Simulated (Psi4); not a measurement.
# TaF5 (tantalum pentafluoride) at wB97M-V/def2-SVP (core potential)

Aim: the energy change on altering one bond length of TaF5 (tantalum pentafluoride) at wB97M-V/def2-SVP (core potential), from 2 runs. 

The results are computed with Psi4 1.11.

6 further runs of the same task are left out: 6 that didn't finish.

## 1. The system as given

TaF5 has 6 atoms, charge 0, and is taken as a singlet. As SMILES, `F[Ta](F)(F)(F)F`. The shape is that of a PBE0-D4/def2-TZVP optimisation.

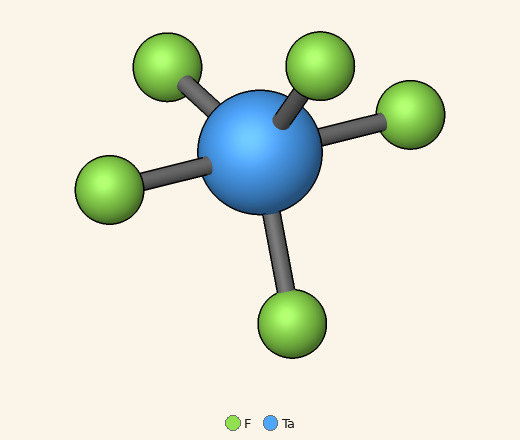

The structure, seen from a chosen angle (fluorine green, tantalum blue).

## 2. A single-point energy at wB97M-V/def2-SVP (core potential)

Contents of f5ta.json:

```json
{
  "schema_name": "qcschema_input",
  "schema_version": 1,
  "molecule": {
    "schema_name": "qcschema_molecule",
    "schema_version": 2,
    "symbols": ["F", "Ta", "F", "F", "F", "F"],
    "geometry": [-1.94673916, -2.43742545, 1.68299009, 0.00015118, -9.449e-05, 3.779e-05, 2.91439232, -1.62849039, 1.01242077, -1.52345941, -0.86572133, -3.01634305, 1.94658798, 2.4377845, -1.68264994, -1.39089512, 2.49394716, 2.00358212],
    "molecular_charge": 0,
    "molecular_multiplicity": 1,
    "fix_symmetry": "c1"
  },
  "driver": "energy",
  "model": {
    "method": "wb97m-v",
    "basis": "def2-SVP"
  },
  "keywords": {
    "reference": "rks",
    "puream": true,
    "e_convergence": 1e-09,
    "d_convergence": 1e-08,
    "scf_type": "pk",
    "dft_radial_points": 99,
    "dft_spherical_points": 590
  }
}
```

Launch:

```console
psi4 --qcschema f5ta.json -n 1 --memory 2200MB
```

stdout:

```text
[...]
    !!!  WARNING: ECP capability is in beta. Please check occupations closely.  !!!
[...]
  Running in c1 symmetry.
[...]
  Nuclear repulsion =  316.003001651506111
[...]
  Multiplicity = 1
[...]
  Nalpha       = 29
  Nbeta        = 29
[...]
    Number of basis functions: 102
[...]
   @RKS iter   1:  -555.55524899452132   -1.07339e+00   9.92172e-03 DIIS/ADIIS
[...]
   @RKS iter  12:  -555.97646908121203   -1.56888e-11   7.63687e-09 DIIS
[...]
    Orbital Energies [Eh]
    ---------------------
    Doubly Occupied:
       1A    -24.957725     2A    -24.957711     3A    -24.957696
       4A    -24.924914     5A    -24.924780     6A     -3.025627
       7A     -1.773126     8A     -1.773124     9A     -1.766949
      10A     -1.335463    11A     -1.307020    12A     -1.304556
      13A     -1.304543    14A     -1.263559    15A     -0.654977
      16A     -0.646711    17A     -0.646705    18A     -0.638619
      19A     -0.638611    20A     -0.627442    21A     -0.583604
      22A     -0.581798    23A     -0.580195    24A     -0.580191
      25A     -0.550500    26A     -0.550499    27A     -0.542427
      28A     -0.541049    29A     -0.541034
[...]
  @RKS Final Energy:  -555.97646908121203
   => Energetics <=
    Nuclear Repulsion Energy =            316.0030016515061106
    One-Electron Energy =               -1420.4179160320159099
    Two-Electron Energy =                 590.9543576647886312
    DFT Exchange-Correlation Energy =     -42.7491160772146443
    Empirical Dispersion Energy =           0.0000000000000000
    VV10 Nonlocal Energy =                  0.2332037117238241
    Total Energy =                       -555.9764690812120307
[...]
 Multipole Moments:
 ------------------------------------------------------------------------------------
     Multipole            Electronic (a.u.)      Nuclear  (a.u.)        Total (a.u.)
 ------------------------------------------------------------------------------------
 L = 1.  Multiply by 2.5417464519 to convert [e a0] to [Debye]
 Dipole X            :          0.0047224           -0.0043523            0.0003701
 Dipole Y            :         -0.0030905            0.0028385           -0.0002519
 Dipole Z            :          0.0010141           -0.0009461            0.0000681
 Magnitude           :                                                    0.0004529
[...]
```

The result, in JSON:

```text
{
 "driver": "energy",
 "model": {
  "method": "wb97m-v",
  "basis": "def2-SVP"
 },
 "success": true,
 "return_result": -555.976469081212,
 "properties": {
  "calcinfo_nbasis": 102,
  "calcinfo_nmo": 102,
  "calcinfo_nalpha": 29,
  "calcinfo_nbeta": 29,
  "calcinfo_natom": 6,
  "nuclear_repulsion_energy": 316.0030016515061,
  "return_energy": -555.976469081212,
  "scf_one_electron_energy": -1420.417916032016,
  "scf_two_electron_energy": 590.9543576647886,
  "scf_vv10_energy": 0.2332037117238241,
  "scf_xc_energy": -42.749116077214644,
  "scf_dipole_moment": [0.0003701435026406408, -0.00025194514628279485, 6.805278894761457e-05],
  "scf_total_energy": -555.976469081212,
  "scf_iterations": 12
 }
}
```

It took 1.9 min on 1 thread of Intel Xeon Platinum 8375C at 2.90GHz (Ice Lake), shared host; peak memory 1.1 GiB.

## 3. The distorted shape at the same level

Contents of job.py:

```python
import psi4

psi4.set_memory('2200 MB')
psi4.set_num_threads(1)
psi4.core.set_output_file('run.log', False)

geom = psi4.geometry("""
F     -0.385167    -0.923377     2.167551
Ta     0.645083     0.366403     1.276971
F      2.187233    -0.495307     1.812701
F     -0.806180    -0.458120    -1.596180
F      1.675093     1.656473     0.386531
F     -0.091027     1.686193     2.337201
units angstrom
symmetry c1
no_reorient
no_com
""")

options = {'basis': 'def2-SVP', 'reference': 'rks', 'puream': True, 'e_convergence': 1e-09, 'd_convergence': 1e-08, 'scf_type': 'pk', 'dft_radial_points': 99, 'dft_spherical_points': 590}
psi4.set_options(options)

E = psi4.energy("wb97m-v")
print('E =', round(E, 9))
```

Launch:

```console
python job.py
```

run.log:

```text
[...]
    !!!  WARNING: ECP capability is in beta. Please check occupations closely.  !!!
[...]
  Running in c1 symmetry.
[...]
  Nuclear repulsion =  283.073367710143316
[...]
  Multiplicity = 1
[...]
  Nalpha       = 29
  Nbeta        = 29
[...]
    Number of basis functions: 102
[...]
 WARNING: Atomic UHF is not converging! Try casting from a smaller basis or call Rob at CCMST.
   -------------------------
[...]
   @RKS iter   1:  -555.13912388740732   -1.22681e+00   1.12237e-02 ADIIS/DIIS
[...]
   @RKS iter  21:  -555.74642784861749   -2.61480e-12   4.27145e-09 DIIS
[...]
    Orbital Energies [Eh]
    ---------------------
    Doubly Occupied:
       1A    -25.011441     2A    -25.011418     3A    -24.978310
       4A    -24.978184     5A    -24.776489     6A     -3.091643
       7A     -1.836309     8A     -1.829703     9A     -1.821783
      10A     -1.374080    11A     -1.356463    12A     -1.354189
      13A     -1.313092    14A     -1.096863    15A     -0.701829
      16A     -0.686967    17A     -0.681646    18A     -0.678883
      19A     -0.663223    20A     -0.647234    21A     -0.627704
      22A     -0.606543    23A     -0.599007    24A     -0.597387
      25A     -0.589750    26A     -0.588696    27A     -0.377574
      28A     -0.377283    29A     -0.372083
[...]
  @RKS Final Energy:  -555.74642784861749
   => Energetics <=
    Nuclear Repulsion Energy =            283.0733677101433159
    One-Electron Energy =               -1353.8915587085116385
    Two-Electron Energy =                 557.4461620157636617
    DFT Exchange-Correlation Energy =     -42.6105703973648104
    Empirical Dispersion Energy =           0.0000000000000000
    VV10 Nonlocal Energy =                  0.2361715313518278
    Total Energy =                       -555.7464278486174862
[...]
 Multipole Moments:
 ------------------------------------------------------------------------------------
     Multipole            Electronic (a.u.)      Nuclear  (a.u.)        Total (a.u.)
 ------------------------------------------------------------------------------------
 L = 1.  Multiply by 2.5417464519 to convert [e a0] to [Debye]
 Dipole X            :        -58.7796543           59.7260168            0.9463625
 Dipole Y            :        -33.3946439           33.9319166            0.5372727
 Dipole Z            :       -116.3687841          118.2417869            1.8730028
 Magnitude           :                                                    2.1661956
[...]
```

Standard output:

```text
E = -555.746427849
```

It took 3.3 min on 1 thread of Intel Xeon Platinum 8375C at 2.90GHz (Ice Lake), shared host; peak memory 1.1 GiB.

## 4. Summary of results

Level: wB97M-V/def2-SVP (core potential).

```
                                                          quantity          value
                                         first shape: total energy  -555.97647 Eh
                                        first shape: dipole moment         0.00 D
                                          first shape: HOMO energy      -14.72 eV
                                          first shape: LUMO energy       -0.25 eV
                                        first shape: HOMO–LUMO gap       14.47 eV
                                     distorted shape: total energy  -555.74643 Eh
                                    distorted shape: dipole moment         5.51 D
                                      distorted shape: HOMO energy      -10.12 eV
                                      distorted shape: LUMO energy       -3.52 eV
                                    distorted shape: HOMO–LUMO gap        6.61 eV
energy change with the Ta2–F4 bond stretched from 1.846 to 3.323 Å       6.260 eV
```

With the Ta2–F4 bond stretched from 1.846 to 3.323 Å the energy rises by 6.26 eV (144 kcal/mol). The first shape isn't relaxed at this level, so the change isn't measured from a minimum. A restricted reference can't describe the breaking bond well at this length.
